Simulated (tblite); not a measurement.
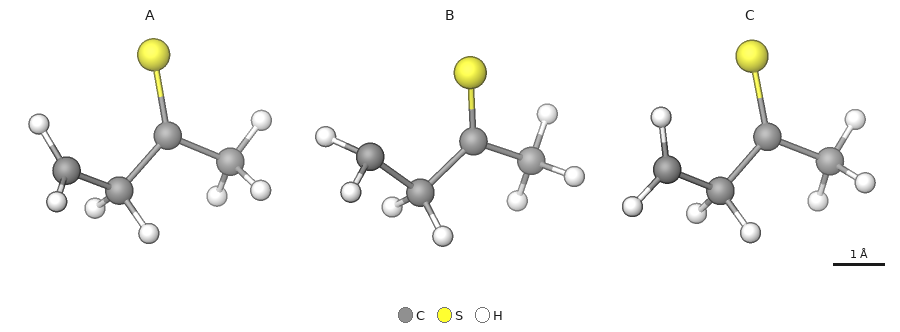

3 geometries from one relaxation of C4H7S (multiplicity 2), in shuffled order. A ball-and-stick model, seen at a tilt.

Level of theory: GFN2-xTB geometry optimisation, gas phase (tblite 0.8.0). 

> Order the frames from highest to lowest energy.

B, A, C. They are steps 0, 56, 106, at +1.377 eV, +0.024 eV relative to the last. An H atom moves most after the best rigid fit: 1.12 Å. Largest moves by element: H 1.12 Å, S 0.70 Å, C 0.26 Å. Among the contacts that change: C–S 2.687 → 3.061 Å, C–S 1.452 → 1.626 Å, C–C 1.535 → 1.467 Å, C–H 1.108 → 1.071 Å. Bond angles that change, for instance: H–C–H 107.2° → 119.6°, C–C–C 106.6° → 116.9°, H–C–H 113.5° → 104.1°. The energy falls by 1.377 eV in 106 geometry steps.
